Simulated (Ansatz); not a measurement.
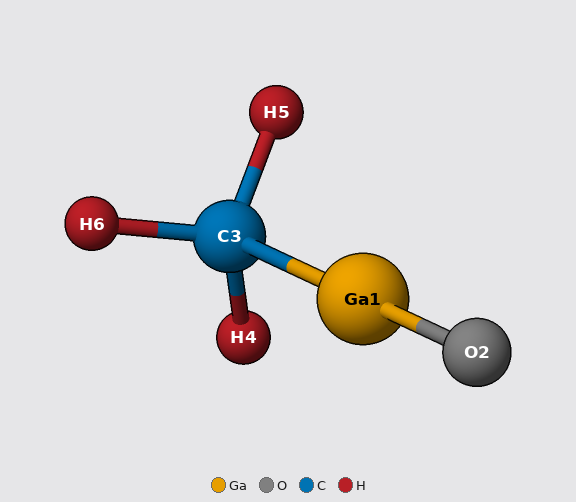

Harmonic vibrations computed with RKS PBE0-D4/def2-TZVP (Ansatz 0.2.0) at a stationary point of the same level.

### How many imaginary frequencies does it have?

A minimum: no imaginary frequency, and the lowest mode lies at 167 cm⁻¹.

### How many vibrational modes are there, and where do they lie?

12 modes: 167, 167, 587, 756, 756, 973, 1236, 1444, 1444, 3068, 3166, 3166 cm⁻¹.
